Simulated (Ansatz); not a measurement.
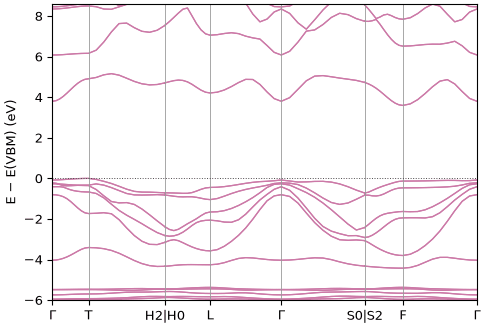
Band structure from r²SCAN+D4 with spin–orbit coupling in the plane-wave PAW code Ansatz

**Question.** Read off the gap and where the band edges lie.

**Answer.** About 3.6 eV (3.60 eV by a search for the band edges); maximum at T, minimum at F.

The material is ZnBr2 in space group R-3m (No. 166; Zn on 3a, Br on 6c).

The workflow started from an entry of the Crystallography Open Database (COD), which files this formula under 2 space groups. Whether it is the stable phase at ambient conditions was not checked. Symmetry was held in the r²SCAN+D4 relaxation; whether a distortion lowers the energy is not shown.

Potentials: the later of the program's two PAW sets.
